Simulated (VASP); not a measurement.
# Which face does Ca expose?

Which face of Ca is cheapest, and which holds its electrons hardest?

Main program and level: VASP 6.6.1; PBEsol; plane waves and PAW (Ca_pv).

## Step 1: The starting structure

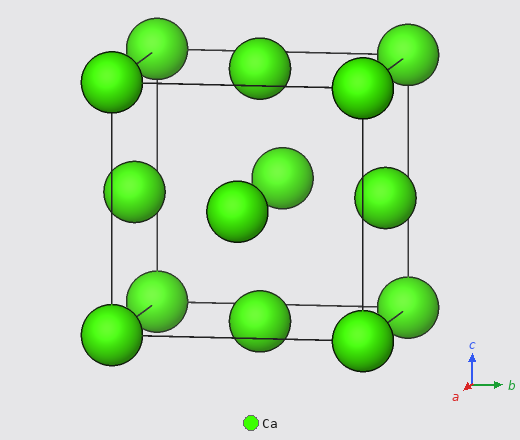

The cell as given, slightly off an axis (calcium green). This picture shows the conventional cell, with its axes. Some periodic images of atoms are drawn too.

As a file:

```cif
data_structure
_symmetry_space_group_name_H-M 'P 1'
_symmetry_Int_Tables_number 1
_cell_length_a 3.9457
_cell_length_b 3.9457
_cell_length_c 3.9457
_cell_angle_alpha 60.000
_cell_angle_beta 60.000
_cell_angle_gamma 60.000
_cell_volume 43.44
loop_
_atom_site_label
_atom_site_type_symbol
_atom_site_fract_x
_atom_site_fract_y
_atom_site_fract_z
_atom_site_occupancy
Ca1 Ca 0.00000 0.00000 0.00000 1
```

## Step 2: The bulk reference, job relaxation, k-mesh 12×12×12

The bulk crystal is relaxed first, so that the slabs are cut at this functional's lattice.

Contents of INCAR:

```
SYSTEM = Ca
PREC = Accurate
ENCUT = 420
EDIFF = 1E-06
NELM = 120
ISMEAR = 1
SIGMA = 0.15
LREAL = .FALSE.
ALGO = Normal
GGA = PS
NBANDS = 10
LORBIT = 11
LWAVE = .FALSE.
LCHARG = .FALSE.
KPAR = 4
IBRION = 2
NSW = 30
ISIF = 3
EDIFFG = -0.01
POTIM = 0.4
```

Contents of POSCAR:

```
Ca
1.0
    0.0000000000      2.7900000000      2.7900000000
    2.7900000000      0.0000000000      2.7900000000
    2.7900000000      2.7900000000      0.0000000000
Ca
1
Direct
    0.0000000000      0.0000000000      0.0000000000
```

Contents of KPOINTS:

```
Automatic mesh
0
Gamma
12 12 12
0 0 0
```

Potentials, in the order of the species: Ca_pv (PBE family, release 64).

Run with:

```console
> mpirun -np 4 vasp_std
```

The log of the run:

```text
[banner, memory and clock lines left out]
running    4 mpi-ranks, on    1 nodes
 distrk:  each k-point on    1 cores,    4 groups
 distr:  one band on    1 cores,    1 groups

 POSCAR found type information on POSCAR Ca
 POSCAR found :  1 types and       1 ions
|                                                                             |
|               ----> ADVICE to this user running VASP <----                  |
|                                                                             |
|     You enforced a specific xc type in the INCAR file but a different       |
|     [... a line on the potential file left out ...]
|     I HOPE YOU KNOW WHAT YOU ARE DOING!                                     |
|                                                                             |

 LDA part: xc-table for (Slater+PW92), standard interpolation
 POSCAR, INCAR and KPOINTS ok, starting setup
 FFT: planning ... GRIDC
 FFT: planning ... GRID_SOFT
 FFT: planning ... GRID
 WAVECAR not read
 entering main loop
       N       E                     dE             d eps       ncg     rms          rms(c)
DAV:   1     0.335639342966E+02    0.33564E+02   -0.31998E+03  1468   0.847E+02
DAV:   2     0.423554925713E-01   -0.33522E+02   -0.33346E+02  1444   0.175E+02
DAV:   3    -0.205033019723E+01   -0.20927E+01   -0.20790E+01  1692   0.424E+01
DAV:   4    -0.209970308004E+01   -0.49373E-01   -0.49344E-01  2050   0.657E+00
DAV:   5    -0.210121828698E+01   -0.15152E-02   -0.15149E-02  2208   0.906E-01    0.668E-01
DAV:   6    -0.210725430010E+01   -0.60360E-02   -0.32019E-03  1900   0.935E-01    0.396E-01
DAV:   7    -0.211093364495E+01   -0.36793E-02   -0.42655E-03  1688   0.106E+00    0.354E-02
DAV:   8    -0.211088882161E+01    0.44823E-04   -0.21459E-04  1764   0.230E-01    0.696E-03
DAV:   9    -0.211089433497E+01   -0.55134E-05   -0.72140E-06  2204   0.217E-02    0.331E-03
DAV:  10    -0.211089605648E+01   -0.17215E-05   -0.68843E-07  1664   0.137E-02    0.109E-03
DAV:  11    -0.211089629648E+01   -0.24000E-06   -0.25430E-08   962   0.179E-03
   1 F= -.21108963E+01 E0= -.21100698E+01  d E =-.211090E+01
 curvature:   0.00 expect dE= 0.000E+00 dE for cont linesearch  0.000E+00
 trial: gam= 0.00000 g(F)=  0.446E-63 g(S)=  0.102E-01 ort = 0.000E+00 (trialstep = 0.100E+01)
 search vector abs. value=  0.102E-01
 bond charge predicted
       N       E                     dE             d eps       ncg     rms          rms(c)
DAV:   1    -0.215859719126E+01   -0.47701E-01   -0.12930E+00  1524   0.207E+01    0.102E+00
DAV:   2    -0.212810401750E+01    0.30493E-01   -0.41931E-02  1558   0.356E+00    0.508E-01
DAV:   3    -0.211876086958E+01    0.93431E-02   -0.25470E-02  1822   0.276E+00    0.443E-02
DAV:   4    -0.211862715486E+01    0.13371E-03   -0.56174E-04  1690   0.369E-01    0.226E-02
DAV:   5    -0.211862889487E+01   -0.17400E-05   -0.35786E-05  2264   0.499E-02    0.961E-03
DAV:   6    -0.211862889693E+01   -0.20641E-08   -0.92401E-07  1484   0.942E-03
   2 F= -.21186289E+01 E0= -.21176823E+01  d E =-.773260E-02
[...]
3 F= -.21208896E+01 E0= -.21198664E+01  d E =-.999329E-02
 curvature:  -0.88 expect dE=-0.176E-03 dE for cont linesearch -0.176E-03
 ZBRENT: extrapolating
 opt :   1.9302  next Energy=    -2.121082 (dE=-0.102E-01)
 bond charge predicted
       N       E                     dE             d eps       ncg     rms          rms(c)
DAV:   1    -0.212416271772E+01   -0.32729E-02   -0.10051E-01  1530   0.593E+00    0.281E-01
DAV:   2    -0.212183400627E+01    0.23287E-02   -0.32769E-03  1572   0.997E-01    0.139E-01
DAV:   3    -0.212114250514E+01    0.69150E-03   -0.18727E-03  1792   0.742E-01    0.130E-02
DAV:   4    -0.212113543499E+01    0.70702E-05   -0.52316E-05  1670   0.115E-01    0.474E-03
DAV:   5    -0.212113525041E+01    0.18458E-06   -0.31865E-06  2168   0.254E-02
   4 F= -.21211353E+01 E0= -.21200827E+01  d E =-.102390E-01
 curvature:  -0.97 expect dE=-0.372E-05 dE for cont linesearch -0.372E-05
 trial: gam=-0.01905 g(F)=  0.000E+00 g(S)=  0.384E-05 ort = 0.197E-03 (trialstep = 0.119E+01)
 search vector abs. value=  0.155E-08
 reached required accuracy - stopping structural energy minimisation
```

The job ended after 37 s (4 MPI ranks of AMD EPYC 7R43, shared host; peak memory 0.62 GiB).

Lines that name or quote the potential files are left out of all logs, and their timing lines are given in words.

OUTCAR, selected parts (step 2):

```text
ion  position               nearest neighbor table
   1  0.000  0.000  0.000-

  LATTYP: Found a face centered cubic cell.
 ALAT       =     5.5800000000

 Subroutine GETGRP returns: Found 48 space group operations
 (whereof 48 operations were pure point group operations)

The static configuration has the point symmetry O_h .

 Found     72 irreducible k-points:

   k-points           NKPTS =     72   k-points in BZ     NKDIM =     72   number of bands    NBANDS=     10

   dimension x,y,z NGX =    28 NGY =   28 NGZ =   28
   dimension x,y,z NGXF=    56 NGYF=   56 NGZF=   56

   ENCUT  =  420.0 eV  30.87 Ry    5.56 a.u.   6.59  6.59  6.59*2*pi/ulx,y,z

   NELECT =       8.0000    total number of electrons

 k-points in reciprocal lattice and weights: Automatic mesh
   0.00000000  0.00000000  0.00000000       0.001
   0.08333333  0.00000000  0.00000000       0.005
   0.16666667  0.00000000  0.00000000       0.005
   0.25000000  0.00000000  0.00000000       0.005
   0.33333333  0.00000000  0.00000000       0.005
   0.41666667  0.00000000  0.00000000       0.005
   0.50000000  0.00000000  0.00000000       0.002
   0.08333333  0.08333333  0.00000000       0.003
   0.16666667  0.08333333  0.00000000       0.014
[...]
-0.33333333  0.50000000  0.16666667       0.007
  -0.25000000  0.50000000  0.25000000       0.003

 average (electrostatic) potential at core
       1 -49.3540

 E-fermi :   2.2915

 k-point     1 :       0.0000    0.0000    0.0000
  band No.  band energies     occupation
      1     -20.4153      2.00000
      2     -20.4153      2.00000
      3     -20.4153      2.00000
      4      -1.8101      2.00000
      5       4.6861     -0.00000
      6       4.6861     -0.00000
      7       4.6861     -0.00000
      8       5.8190      0.00000
      9       5.8190      0.00000
    ...

 k-point     2 :       0.0833    0.0000    0.0000
  band No.  band energies     occupation
      1     -20.4264      2.00000
      2     -20.4168      2.00000
      3     -20.4168      2.00000
      4      -1.6875      2.00000
      5       4.5518     -0.00000
      6       4.7333     -0.00000
      7       4.7333     -0.00000
      8       5.7775      0.00000
      9       5.7775      0.00000
    ...

 k-point     3 :       0.1667    0.0000    0.0000
  band No.  band energies     occupation
      1     -20.4567      2.00000
      2     -20.4209      2.00000
      3     -20.4209      2.00000
      4      -1.3284      2.00000
      5       4.2023     -0.00000
      6       4.8261     -0.00000
      7       4.8261     -0.00000
      8       5.7228      0.00000
      9       5.7228      0.00000
    ...

  Total       -0.0057559     -0.0057559     -0.0057559      0.0000000      0.0000000      0.0000000
  in kB       -0.2270194     -0.2270194     -0.2270194      0.0000000      0.0000000      0.0000000
  external PRESSURE =      -0.2270194 kB  Pullay stress =       0.0000000 kB

  energy-cutoff  :      420.00
  volume of cell :       40.62
      direct lattice vectors                 reciprocal lattice vectors
     0.000000000  2.728418961  2.728418961    -0.183256313  0.183256313  0.183256313
     2.728418961 -0.000000000  2.728418961     0.183256313 -0.183256313  0.183256313
     2.728418961  2.728418961  0.000000000     0.183256313  0.183256313 -0.183256313

 POSITION                                       TOTAL-FORCE (eV/Angst)
 -----------------------------------------------------------------------------------
      0.00000      0.00000      0.00000         0.000000      0.000000      0.000000
 -----------------------------------------------------------------------------------
    total drift:                               -0.000000     -0.000000     -0.000000

  FREE ENERGIE OF THE ION-ELECTRON SYSTEM (eV)
  ---------------------------------------------------
  free  energy   TOTEN  =        -2.1211352504 eV

  energy  without entropy=       -2.1179776316  energy(sigma->0) =       -2.12008271

 reached required accuracy - stopping structural energy minimisation

 total charge
# of ion       s       p       d       tot
------------------------------------------
    1        0.325   6.115   0.266   6.707

[... 3 further parts left out ...]
```

The PAW data sets were made with PBE, which is usual practice but a small mismatch for other functionals. The run keeps the 48 symmetry operations of its start, so it cannot find a distortion of lower symmetry.

Step by step:

```tsv
step	energy less that of the first step (eV)	largest force (eV/Å)	pressure (GPa)	volume (Å³)
1	0.0000	0.0000	-1.09	43.44
2	-0.0077	0.0000	-0.54	41.96
3	-0.0100	0.0000	-0.16	41.01
4	-0.0102	0.0000	-0.02	40.62
```

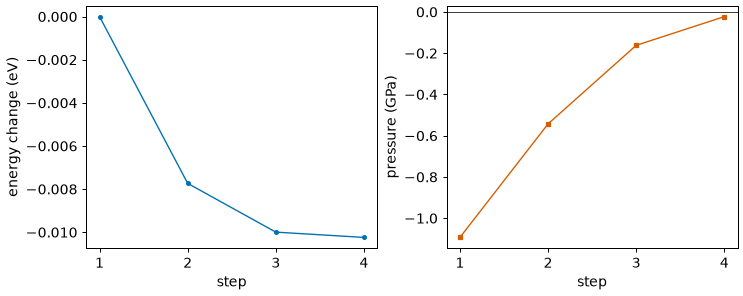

Energy and pressure along the relaxation.

```tsv
conventional cell, symmetrised	before	after	change
a (Å)	5.580	5.457	-2.2 %
b (Å)	5.580	5.457	-2.2 %
c (Å)	5.580	5.457	-2.2 %
volume (Å³/atom)	43.44	40.62	-6.5 %
```

The relaxed structure:

```xyz
1
Lattice="0.0000 2.7284 2.7284 2.7284 0.0000 2.7284 2.7284 2.7284 0.0000" Properties=species:S:1:pos:R:3 pbc="T T T"
Ca    0.0000    0.0000    0.0000
```

This step gave:

| Item | Value |
| --- | --- |
| electronic cycles | 28 |
| electrons | 8 |
| free energy (TOTEN) | -2.121 eV |
| energy at zero smearing | -2.120 eV |
| Fermi energy | 2.292 eV |
| metallic | yes |

The run ended after 4 ionic steps, 0.010 eV below its first step, once forces and stress met EDIFFG = -0.01.

Energy at zero smearing: -2.12008 eV.

## Step 3: The bulk reference, job self-consistent run, k-mesh 15×15×15

Contents of INCAR:

```
SYSTEM = Ca
PREC = Normal
ENCUT = 320
EDIFF = 1E-06
NELM = 120
ISMEAR = 1
SIGMA = 0.15
LREAL = .FALSE.
ALGO = Fast
GGA = PS
NBANDS = 10
LORBIT = 11
LWAVE = .FALSE.
LCHARG = .FALSE.
KPAR = 4
```

Contents of POSCAR:

```
Ca
1.0
    0.0000000000      2.7284189613      2.7284189613
    2.7284189613      0.0000000000      2.7284189613
    2.7284189613      2.7284189613      0.0000000000
Ca
1
Direct
    0.0000000000      0.0000000000      0.0000000000
```

Contents of KPOINTS:

```
Automatic mesh
0
Gamma
15 15 15
0 0 0
```

Run with:

```console
> mpirun -np 4 vasp_std
```

The log of the run:

```text
[banner, memory and clock lines left out]
running    4 mpi-ranks, on    1 nodes
 distrk:  each k-point on    1 cores,    4 groups
 distr:  one band on    1 cores,    1 groups

 POSCAR found type information on POSCAR Ca
 POSCAR found :  1 types and       1 ions
 [... a notice as in an earlier step ...]

 LDA part: xc-table for (Slater+PW92), standard interpolation
 POSCAR, INCAR and KPOINTS ok, starting setup
 FFT: planning ... GRIDC
 FFT: planning ... GRID_SOFT
 FFT: planning ... GRID
 WAVECAR not read
 entering main loop
       N       E                     dE             d eps       ncg     rms          rms(c)
DAV:   1     0.285259025073E+02    0.28526E+02   -0.28257E+03  2454   0.760E+02
DAV:   2    -0.472936989757E+00   -0.28999E+02   -0.28787E+02  2452   0.158E+02
DAV:   3    -0.207658850569E+01   -0.16037E+01   -0.15961E+01  2858   0.372E+01
DAV:   4    -0.211242726709E+01   -0.35839E-01   -0.35812E-01  3386   0.554E+00
DAV:   5    -0.211332788958E+01   -0.90062E-03   -0.89975E-03  3608   0.708E-01    0.682E-01
RMM:   6    -0.211871078248E+01   -0.53829E-02   -0.32409E-03  3081   0.863E-01    0.401E-01
RMM:   7    -0.212210682363E+01   -0.33960E-02   -0.52936E-03  3177   0.109E+00    0.386E-02
RMM:   8    -0.212208588756E+01    0.20936E-04   -0.62440E-04  3387   0.319E-01    0.972E-03
RMM:   9    -0.212211178450E+01   -0.25897E-04   -0.19591E-04  3711   0.148E-01    0.632E-03
RMM:  10    -0.212211547648E+01   -0.36920E-05   -0.11638E-05  3496   0.387E-02    0.276E-03
RMM:  11    -0.212211632624E+01   -0.84976E-06   -0.37766E-06  3587   0.241E-02
   1 F= -.21221163E+01 E0= -.21215900E+01  d E =-.157913E-02
```

Run time: 8.4 s. Hardware: 4 MPI ranks; peak memory 0.41 GiB.

From OUTCAR (step 3):

```text
  LATTYP: Found a face centered cubic cell.
 ALAT       =     5.4568379226

The static configuration has the point symmetry O_h .

 Found    120 irreducible k-points:

   k-points           NKPTS =    120   k-points in BZ     NKDIM =    120   number of bands    NBANDS=     10

   dimension x,y,z NGX =    18 NGY =   18 NGZ =   18
   dimension x,y,z NGXF=    36 NGYF=   36 NGZF=   36

   ENCUT  =  320.0 eV  23.52 Ry    4.85 a.u.   5.63  5.63  5.63*2*pi/ulx,y,z

   NELECT =       8.0000    total number of electrons

 E-fermi :   2.2917

 k-point     1 :       0.0000    0.0000    0.0000
  band No.  band energies     occupation
      1     -20.4156      2.00000
      2     -20.4156      2.00000
      3     -20.4156      2.00000
      4      -1.8099      2.00000
      5       4.6859     -0.00000
      6       4.6859     -0.00000
      7       4.6859     -0.00000
      8       5.8186      0.00000
      9       5.8186      0.00000
    ...

 k-point     2 :       0.0667    0.0000    0.0000
  band No.  band energies     occupation
      1     -20.4227      2.00000
      2     -20.4165      2.00000
      3     -20.4165      2.00000
      4      -1.7313      2.00000
      5       4.5987     -0.00000
      6       4.7170     -0.00000
      7       4.7170     -0.00000
      8       5.7907      0.00000
      9       5.7907      0.00000
    ...

  Total       -0.0119962     -0.0119962     -0.0119962      0.0000000      0.0000000      0.0000000
  in kB       -0.4731433     -0.4731433     -0.4731433      0.0000000      0.0000000      0.0000000
  external PRESSURE =      -0.4731433 kB  Pullay stress =       0.0000000 kB

  energy-cutoff  :      320.00
  volume of cell :       40.62
      direct lattice vectors                 reciprocal lattice vectors
     0.000000000  2.728418961  2.728418961    -0.183256313  0.183256313  0.183256313
     2.728418961  0.000000000  2.728418961     0.183256313 -0.183256313  0.183256313
     2.728418961  2.728418961  0.000000000     0.183256313  0.183256313 -0.183256313

 POSITION                                       TOTAL-FORCE (eV/Angst)
 -----------------------------------------------------------------------------------
      0.00000      0.00000      0.00000        -0.000000     -0.000000     -0.000000
 -----------------------------------------------------------------------------------
    total drift:                               -0.000000     -0.000000      0.000000

  FREE ENERGIE OF THE ION-ELECTRON SYSTEM (eV)
  ---------------------------------------------------
  free  energy   TOTEN  =        -2.1221163262 eV

  energy  without entropy=       -2.1205371979  energy(sigma->0) =       -2.12158995

 total charge
# of ion       s       p       d       tot
------------------------------------------
    1        0.326   6.115   0.266   6.706

[... 2 parts as in an earlier step ...]

[... 6 further parts left out ...]
```

This step gave:

```
electronic cycles       : 11
free energy (TOTEN)     : -2.122 eV
energy at zero smearing : -2.122 eV
```

Energy at zero smearing: -2.12159 eV.

The run ends at a pressure of -0.05 GPa.

(Part 1 of 4 ends here.)

[Lines on the potential files, build, host, timing and source positions are cut from VASP's logs without a mark.]

[Logs are printed without paths, hosts, clocks, repeated set-up lines and the standing remarks that a program may print on its own settings, such as how far it seeks lower states.]

[Hosts, paths, dates, database ids (printed as entryN), source tags and the programs' standing remarks are cut or masked in the printed files.]

[Runs that stopped without an error message from VASP are left out.]
